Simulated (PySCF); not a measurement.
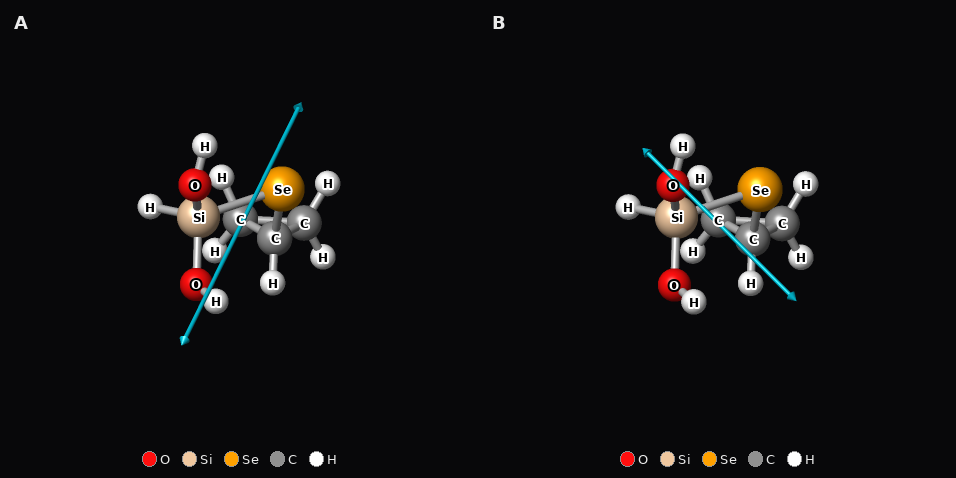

The double arrows show the directions of two transition dipoles from the ground state (lengths mean nothing). The geometry was computed by an optimisation with GFN2-xTB. No frequency run is at hand to confirm it as a minimum. Level of theory: TDDFT ωB97X-D/def2-SVPD, vertical, gas phase, core orbitals frozen in the response (PySCF 2.14.0).

> One belongs to singlet state 2 and one to singlet state 5. Which is which?

A: state 5, 6.83 eV (181 nm), oscillator strength 0.025, of mixed character, with the largest part HOMO → LUMO+3 (weight 0.37).
B: state 2, 6.11 eV (203 nm), oscillator strength 0.062, mainly HOMO → LUMO+1 (weight 0.55).

The geometry is semi-empirical. Around Se, Si such bond lengths and angles can be off by a tenth of an ångström or more and by several degrees, and values that hang on the shape move with them.
